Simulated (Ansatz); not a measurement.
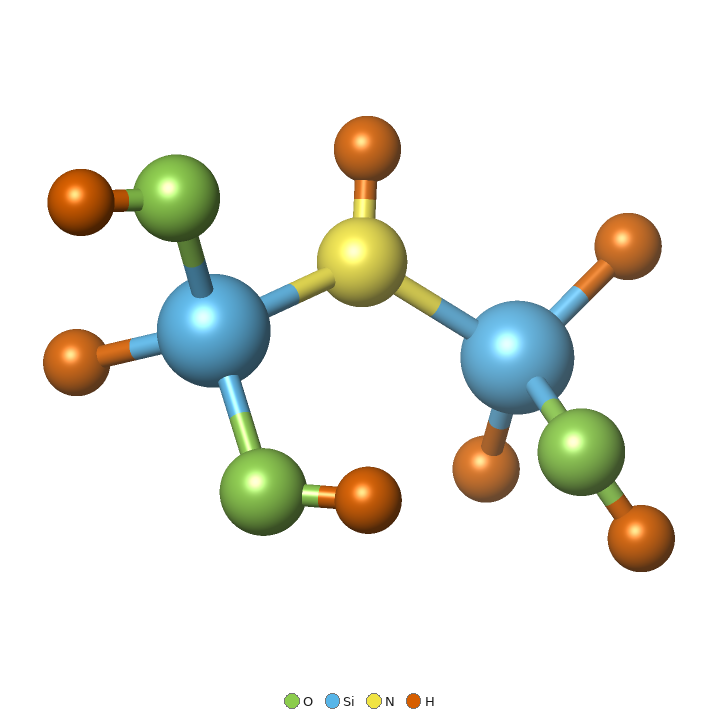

The geometry was computed by an optimisation with PBE0-D4/def2-TZVP.

Draw it as a skeletal formula.

SMILES: O[SiH2]N[SiH](O)O

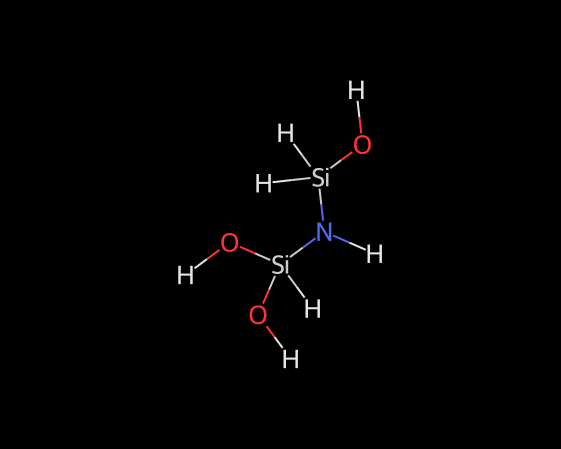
